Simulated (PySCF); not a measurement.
C₂H₁₂O₃Si₄ (SMILES C=C[Si](O[SiH3])(O[SiH3])O[SiH3])

```xyz
21

Si   -1.3204   -1.6779   -1.8522
O    -0.4827   -0.2845   -1.5276
Si    0.4053    0.5256   -0.3994
O    -0.5777    0.9811    0.8431
Si   -1.7503    0.4509    1.8895
O     1.5628   -0.4991    0.1725
Si    1.8358   -1.8892    1.0334
C     1.1755    2.0246   -1.1367
C     0.9087    3.2559   -0.6886
H    -2.2479   -1.4222   -2.9892
H    -2.1089   -2.0925   -0.6504
H    -0.3770   -2.7768   -2.2140
H    -1.3958   -0.9061    2.4083
H    -3.0696    0.3745    1.1953
H    -1.8375    1.4105    3.0254
H     3.1764   -2.4234    0.6647
H     1.7944   -1.6072    2.4985
H     0.7888   -2.9069    0.7071
H     1.8766    1.9025   -1.9716
H     0.2149    3.4167    0.1435
H     1.3659    4.1493   -1.1280
```

Geometry: PBE0-D3(BJ)/def2-SVP.

These are results of PBE0/pcSseg-1, SCF density, gas phase, non-relativistic in PySCF, not measurements.

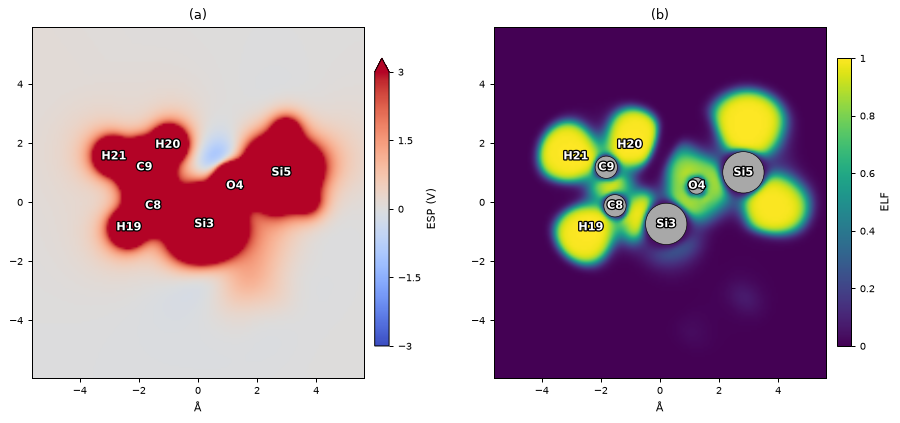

Figure 1. (a) molecular electrostatic potential; (b) electron localisation function on the plane of atoms C9, C8 and H19. Grey discs cover the atomic cores in the ELF map.

Interpret the plot.

Answer. The section cuts through Si, O, C and H sites.
C–C (1.34 Å): the ELF peaks at about 0.95 between the atoms (a short, multiple covalent bond).
Si–O (1.65 Å): the ELF peaks at about 0.85 between the atoms (a shared but strongly polarised pair).
C–Si (1.84 Å): the ELF peaks at about 1 between the atoms; a covalent bond.
C–H (1.10 Å): the ELF climbs to about 1 towards the hydrogen, as it does in any bond to H; a covalent bond by its length.
The ELF also peaks beside O4, away from the bonds: lone-pair regions.
Outside the dense part of the molecule the potential is most negative (−0.9 V) near O4.

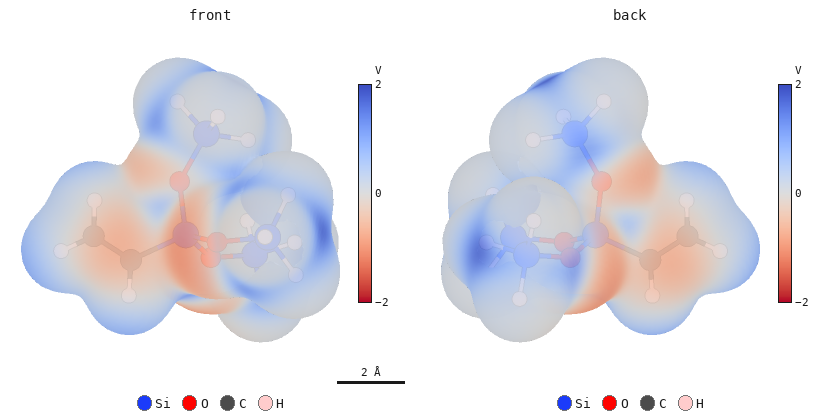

Figure 2. The molecular electrostatic potential painted on the density surface at 0.002 e/bohr³, seen from the front and from behind; red is negative and blue positive.

Where is the surface potential most negative and most positive?

Answer. The most negative region (about −1.0 V) lies over O2 and O6, the most positive (about +1.6 V) over Si1, Si3, Si5 and Si7.
